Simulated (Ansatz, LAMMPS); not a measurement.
# Ga2O3 with crystalline order left by the classical run (95 atoms) under strain, part 3 of 3

Aim: relax Ga2O3 with crystalline order left by the classical run (95 atoms), then change its volume and shape to read moduli from the stress.

Ansatz 0.2.0; Kohn-Sham DFT, PBE, PAW (set soft_1), plane waves.

The cell: 38 Ga and 57 O. The quench rate of 50 K/ps is many orders above laboratory rates. The network of bonds at the start is that of the classical potential that made the cell. Only the Γ point is sampled.

So far. Step 10 (Stretched by 1 % along x): The relaxation converged after 5 steps, 0.0425 eV below its start, with a largest force component of 0.028 eV/Å. Step 10 (Stretched by 1 % along x): Stretched by 1 % along x: the energy stands 0.0538 eV above that of the reference, at a pressure of -0.947 GPa.

## (11) Compressed by 1 % along x

The relaxed cell is strained along x alone, which gives the stiffness along x and its coupling to y and z.

Contents of input.yaml:

```yaml
crystal:
  lattice:
    - [9.78559, 0.27533, -0.22797]
    - [0.27258, 10.53563, 0.35187]
    - [-0.22569, 0.35187, 10.0999]
  atoms:
    [... the 95 atom lines of step 4 ...]
kpoints:
  mp_grid: { grid: [1, 1, 1] }
hamiltonian:
  xc: pbe
  pseudopotentials: { kind: paw, azcp: { folder: soft_1 } }
scf:
  occupations: { method: fixed }
output:
  forces: true
  eigenvalues: true
  stress: true
relax:
  f_tol: 0.05
  max_steps: 70
```

Launch:

```console
ansatz run input.yaml --threads 4 --pin off --max-ram 8192MiB --backend cpu --events-out ev --progress --plain --runs-dir out
```

Numbers of over 12 decimals in the logs are rounded to 6 here.

Output:

```text
[...]
Crystal: 95 atoms, lattice volume = 1038.718 Å³
Basis set: ecut = 420 eV, 20293 PW (Γ), exchange–correlation on 144×144×144 points (8 copies of the dense FFT grid, shifted against one another)
Bands: 513, of which v1, the nominal top of the filled ones, is band 418 counted from 1 (417 counted from 0)
Symmetry: 1 space group operations
[...]
k-points: 1
[...]
SCF iter   1: F=—  HF=-176145.038235 eV  |F-HF|=—  |Δ(HF+E_count)|=         —  Δρ=1.18e-1  dr2=7.06e1  ethr=3.10e-3  ⟨swp⟩=4.0  Hψ=1386  notcnv=0  defer=88
[...]
SCF iter   9: F=-176121.632295 eV  HF=-176121.632305 eV  |F-HF|=9.53e-6  |Δ(HF+E_count)|=   9.86e-5  Δρ=4.90e-5  dr2=2.11e-5  ethr=7.48e-9  ⟨swp⟩=11.0  Hψ=2293  notcnv=0
SCF 1 converged in 9 iterations: F = -176121.632295 eV  dr2 = 2.11e-5
[...]
relax step   1: F+E_penalty+E_count = -176121.63229534 eV  Δ(F+E_penalty+E_count) = +0.000e0 eV  max|allowed force component| = 2.021e-1 eV/Å  Δτ_max = 0.0000 Å  (9 SCF iters, dr2 threshold 6.25e-5 eV, accepted)
[...]
relax step   2: F+E_penalty+E_count = -176121.65228362 eV  Δ(F+E_penalty+E_count) = -1.999e-2 eV  max|allowed force component| = 1.317e-1 eV/Å  Δτ_max = 0.0132 Å  (6 SCF iters, dr2 threshold 2.55e-6 eV, accepted)
[...]
relax step   3: F+E_penalty+E_count = -176121.66708084 eV  Δ(F+E_penalty+E_count) = -1.480e-2 eV  max|allowed force component| = 8.910e-2 eV/Å  Δτ_max = 0.0159 Å  (8 SCF iters, accepted)
relax step   4: F+E_penalty+E_count = -176121.67369059 eV  Δ(F+E_penalty+E_count) = -6.610e-3 eV  max|allowed force component| = 2.049e-2 eV/Å  Δτ_max = 0.0344 Å  (6 SCF iters, dr2 threshold 3.37e-6 eV, accepted)
[...]
relax step   5: F+E_penalty+E_count = -176121.67369150 eV  Δ(F+E_penalty+E_count) = -9.059e-7 eV  max|allowed force component| = 2.070e-2 eV/Å  Δτ_max = 0.0000 Å  (4 SCF iters, accepted)
SCF converged after 4 iterations
Free energy (F): -176121.673691 eV
[...]
Internal energy: -176121.673691 eV  (E = F + TS)
E sigma→0 (E₀):  -176121.673691 eV
Fermi energy:    7.870813 eV
[...]
--- Forces (eV/Å), atoms counted from 1 ---
  atom   1  Ga    -0.00727140     0.00548228    -0.00108266
  atom   2  Ga    -0.00804386    -0.01076194     0.00016433
  atom   3  Ga     0.01560940     0.00099002     0.01357543
  atom   4  Ga     0.01030210    -0.01511411    -0.00074159
  atom   5  Ga     0.00035230    -0.00580165     0.00215238
  atom   6  Ga     0.00443812    -0.00617309    -0.00052959
  atom   7  Ga    -0.00344311     0.00706571     0.01435660
  atom   8  Ga     0.00918096    -0.00237698    -0.00612491
  atom   9  Ga     0.00345589    -0.01625598     0.00261864
  atom  10  Ga     0.00624476    -0.00359426     0.00240241
  atom  11  Ga     0.00517716     0.00043491     0.00232759
  atom  12  Ga     0.00333841    -0.00029216     0.01585252
  atom  13  Ga     0.00784483     0.01826893    -0.01073027
  atom  14  Ga     0.01072940     0.00420660    -0.01072870
[...]
atom  94  O      0.00982819    -0.00581434    -0.00617246
  atom  95  O     -0.00227802    -0.00166612    -0.00378645
  max |Σ_I F_I| component: 8.21e-5 eV/Å
--- Stress (GPa, compression-positive) ---
        1.675828       0.010882      -0.117625
        0.010882       0.829794      -0.015206
       -0.117625      -0.015206       0.797378
  P = ⅓ Tr σ = 1.1010 GPa (11.010 kbar)
--- Band table (eV) ---
[...]
--- Relaxed structure (5 steps of the walk, 5 accepted, 0 SCFs on fresh bases) ---
  F+E_penalty+E_count = -176121.67369150 eV   max|allowed force component| = 2.070e-2 eV/Å
  atoms:
    - { symbol: Ga, position: [0.308138, 0.399030, 0.876332] }
    - { symbol: Ga, position: [0.530187, 0.784791, 0.126517] }
    - { symbol: Ga, position: [0.899615, 0.988456, 0.814817] }
    - { symbol: Ga, position: [0.958075, 0.249021, 0.762885] }
[...]
- { symbol: O, position: [0.281640, 0.134885, 0.080604] }
```

Run time: 88 s. Hardware: 4 threads of Arm Neoverse V2, shared host; peak memory 1.7 GiB.

The relaxation converged after 5 steps, 0.0414 eV below its start, with a largest force component of 0.021 eV/Å.

Compressed by 1 % along x: the energy stands 0.0576 eV above that of the reference, at a pressure of 1.10 GPa.

## (12) Sheared by 2 % in xy

A shear of the relaxed cell gives the modulus that volume changes can't reach.

input.yaml, the sections that differ from step 11:

```yaml
crystal:
  lattice:
    - [9.88718, 0.37417, -0.22797]
    - [0.38069, 10.53838, 0.35187]
    - [-0.22445, 0.34959, 10.0999]
  atoms:
    [... the 95 atom lines of step 4 ...]
# kpoints, hamiltonian, scf, output, relax: as in step 11
```

Output:

```text
[...]
Crystal: 95 atoms, lattice volume = 1049.104 Å³
Basis set: ecut = 420 eV, 20497 PW (Γ), exchange–correlation on 144×144×144 points (8 copies of the dense FFT grid, shifted against one another)
Bands: 513, of which v1, the nominal top of the filled ones, is band 418 counted from 1 (417 counted from 0)
Symmetry: 1 space group operations
[...]
k-points: 1
[...]
SCF iter   1: F=—  HF=-176144.781520 eV  |F-HF|=—  |Δ(HF+E_count)|=         —  Δρ=1.17e-1  dr2=6.98e1  ethr=3.10e-3  ⟨swp⟩=4.0  Hψ=1374  notcnv=0  defer=88
[...]
SCF iter   9: F=—  HF=-176121.582342 eV  |F-HF|=—  |Δ(HF+E_count)|=   1.02e-4  Δρ=5.21e-5  dr2=2.41e-5  ethr=7.48e-9  ⟨swp⟩=11.0  Hψ=2369  notcnv=0
SCF iter  10: F=-176121.582340 eV  HF=-176121.582343 eV  |F-HF|=2.96e-6  |Δ(HF+E_count)|=   8.56e-7  Δρ=3.09e-5  dr2=8.26e-6  ethr=2.89e-9  ⟨swp⟩=2.0  Hψ=1623  notcnv=0
SCF 1 converged in 10 iterations: F = -176121.582340 eV  dr2 = 8.26e-6
[...]
relax step   1: F+E_penalty+E_count = -176121.58234004 eV  Δ(F+E_penalty+E_count) = +0.000e0 eV  max|allowed force component| = 2.942e-1 eV/Å  Δτ_max = 0.0000 Å  (10 SCF iters, dr2 threshold 6.25e-5 eV, accepted)
[...]
relax step   2: F+E_penalty+E_count = -176121.61822672 eV  Δ(F+E_penalty+E_count) = -3.589e-2 eV  max|allowed force component| = 1.750e-1 eV/Å  Δτ_max = 0.0143 Å  (6 SCF iters, dr2 threshold 5.41e-6 eV, accepted)
[...]
relax step   3: F+E_penalty+E_count = -176121.63789433 eV  Δ(F+E_penalty+E_count) = -1.967e-2 eV  max|allowed force component| = 5.951e-2 eV/Å  Δτ_max = 0.0142 Å  (8 SCF iters, accepted)
[...]
relax step   4: F+E_penalty+E_count = -176121.64411959 eV  Δ(F+E_penalty+E_count) = -6.225e-3 eV  max|allowed force component| = 2.609e-2 eV/Å  Δτ_max = 0.0291 Å  (8 SCF iters, accepted)
SCF converged after 8 iterations
Free energy (F): -176121.644120 eV
[...]
Internal energy: -176121.644120 eV  (E = F + TS)
E sigma→0 (E₀):  -176121.644120 eV
Fermi energy:    7.744849 eV
[...]
Σ components = -176121.644120   (vs F -176121.644120, Δ=0.00e0)
--- Forces (eV/Å), atoms counted from 1 ---
  atom   1  Ga     0.00306207     0.00244065     0.00143079
  atom   2  Ga    -0.00145788    -0.00369295     0.00518451
  atom   3  Ga    -0.00501610     0.01039112    -0.00924422
  atom   4  Ga    -0.00098622    -0.00419235    -0.00192001
[...]
atom  95  O      0.00055390     0.00468717     0.00675743
  max |Σ_I F_I| component: 4.94e-5 eV/Å
--- Stress (GPa, compression-positive) ---
       -0.009648      -1.292080      -0.153243
       -1.292079       0.302654       0.085524
       -0.153243       0.085525       0.040428
  P = ⅓ Tr σ = 0.1111 GPa (1.111 kbar)
--- Band table (eV) ---
[...]
--- Relaxed structure (4 steps of the walk, 4 accepted, 0 SCFs on fresh bases) ---
  F+E_penalty+E_count = -176121.64411959 eV   max|allowed force component| = 2.609e-2 eV/Å
  atoms:
    - { symbol: Ga, position: [0.309108, 0.401997, 0.877311] }
    - { symbol: Ga, position: [0.528630, 0.786119, 0.126329] }
    - { symbol: Ga, position: [0.899073, 0.986949, 0.815863] }
    - { symbol: Ga, position: [0.957150, 0.246295, 0.762213] }
[...]
- { symbol: O, position: [0.283053, 0.135748, 0.079237] }
```

Run time: 77 s. Hardware: 4 threads; peak memory 1.7 GiB; 4.9 min of CPU time.

The relaxation converged after 4 steps, 0.0618 eV below its start, with a largest force component of 0.026 eV/Å.

Sheared by 2 % in xy: the energy stands 0.0872 eV above that of the reference, at a pressure of 0.111 GPa.

## (13) Pressure against volume

Atoms are relaxed at each volume, in the scaled cell.

| volume change (%) | volume (Å³/atom) | energy change (meV/atom) | pressure (GPa) | largest move on relaxing (Å) | bonds | gap (eV) |
| --- | --- | --- | --- | --- | --- | --- |
| -10 | 9.940 | 47.79 | 15.59 | 0.49 | 202 | 2.07 |
| -6 | 10.382 | 15.16 | 8.13 | 0.89 | 200 | 1.91 |
| -3 | 10.713 | 3.81 | 3.68 | 0.24 | 197 | 1.65 |
| +0 | 11.044 | 0.00 | 0.01 | - | 195 | 1.56 |
| +3 | 11.376 | 3.37 | -3.11 | 0.17 | 191 | 1.37 |
| +6 | 11.707 | 7.67 | -4.52 | 1.20 | 182 | 1.17 |

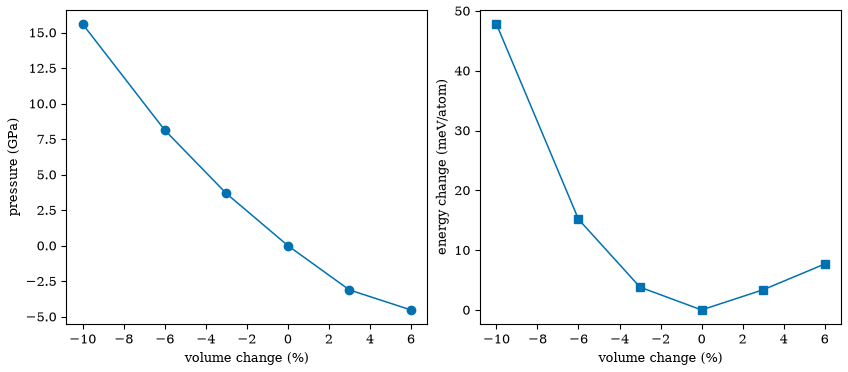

Pressure and energy against volume.

## (14) Uniaxial strain and shear

Stress (GPa, compression positive) less that of the relaxed cell, atoms relaxed:

| strain | xx | yy | zz | xy | energy change (meV/atom) |
| --- | --- | --- | --- | --- | --- |
| stretched by 1 % along x | -1.448 | -0.722 | -0.686 | -0.031 | 0.57 |
| compressed by 1 % along x | 1.688 | 0.807 | 0.792 | 0.001 | 0.61 |
| sheared by 2 % in xy | 0.002 | 0.280 | 0.035 | -1.301 | 0.92 |

## (15) Findings

The bulk modulus, from the slope of pressure against ln V over the three points nearest the relaxed volume, is 113 GPa; a quadratic over all points gives a pressure derivative of about 8.0. The count of bonds runs from 182 to 202 over the series, so at some points contacts cross the cutoffs. At -6 % and +6 % some atom moved by over 0.5 Å on relaxing, so those points may sit in another local minimum. The gap goes from 2.07 eV at the smallest volume to 1.17 eV at the largest, -5.5 eV per unit of ln V by a straight line, on the run's k-points. In the Cartesian axes of the cell, finite differences give C11 = 157, C12 = 76.5, C13 = 73.9 and C66 = 65.1 GPa (the shear of 2 % is the engineering strain, εxy = 0.01). The mean of C11, C12 and C13, which equals the bulk modulus in a cubic or isotropic solid, is 102 GPa: it agrees with the bulk modulus within 10 %. For an isotropic solid C66 would equal (C11 − C12)/2 = 40.2 GPa; so small a sample needn't be isotropic, and C66 rests on one shear. The two differ too much for isotropic moduli to be formed.

Caveats: Strains are finite and relaxations stop at the force tolerance of the input, which can leave moduli too stiff; they are those of a static cell at zero temperature. Volumes are changed with the cell's shape held, so in an anisotropic solid the modulus lies over the one under free hydrostatic load. The program notes that the SCF threshold of the relaxations is loose for the stress.

The DFT runs together took 28 min of wall time.

[Logs are printed without paths, hosts, clocks, repeated set-up lines and the standing remarks that a program may print on its own settings, such as how far it seeks lower states.]

[Hosts, paths, dates, database ids (printed as entryN), source tags and the programs' standing remarks are cut or masked in the printed files.]
